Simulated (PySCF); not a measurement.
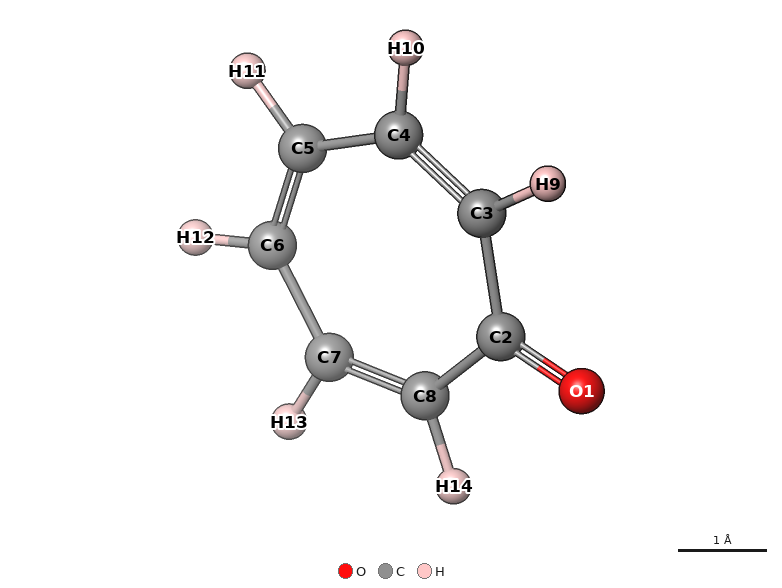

Orthographic view. Depth is shown by fading: the farther an atom, the more it takes the colour of the background. The computed structure is the end point of a PBE0-D3(BJ)/def2-SVP optimisation. No frequency run is at hand to confirm it as a minimum.

Write a MOL file (V2000) with the atoms in numerical order, bonds sorted by atom number with the orders drawn, and coordinates in the frame of the picture: x right, y up, z towards the viewer, origin at the mean position.

```
C7H6O
                    3D

 14 14  0  0  0  0  0  0  0  0999 V2000
    2.2100   -1.4700    1.2000 O   0  0  0  0  0  0  0  0  0  0  0  0
    1.2900   -0.8500    0.6900 C   0  0  0  0  0  0  0  0  0  0  0  0
    1.0700    0.5600    1.0600 C   0  0  0  0  0  0  0  0  0  0  0  0
    0.1200    1.4500    0.6700 C   0  0  0  0  0  0  0  0  0  0  0  0
   -0.9700    1.3000   -0.2400 C   0  0  0  0  0  0  0  0  0  0  0  0
   -1.3200    0.1900   -0.9500 C   0  0  0  0  0  0  0  0  0  0  0  0
   -0.6700   -1.0800   -0.9700 C   0  0  0  0  0  0  0  0  0  0  0  0
    0.4200   -1.5200   -0.2900 C   0  0  0  0  0  0  0  0  0  0  0  0
    1.8200    0.8900    1.7800 H   0  0  0  0  0  0  0  0  0  0  0  0
    0.2000    2.4400    1.1300 H   0  0  0  0  0  0  0  0  0  0  0  0
   -1.6000    2.1800   -0.3700 H   0  0  0  0  0  0  0  0  0  0  0  0
   -2.1900    0.2800   -1.6000 H   0  0  0  0  0  0  0  0  0  0  0  0
   -1.1300   -1.8200   -1.6500 H   0  0  0  0  0  0  0  0  0  0  0  0
    0.7500   -2.5500   -0.4600 H   0  0  0  0  0  0  0  0  0  0  0  0
  1  2  2  0
  2  3  1  0
  2  8  1  0
  3  4  2  0
  3  9  1  0
  4  5  1  0
  4 10  1  0
  5  6  2  0
  5 11  1  0
  6  7  1  0
  6 12  1  0
  7  8  2  0
  7 13  1  0
  8 14  1  0
M  END
```
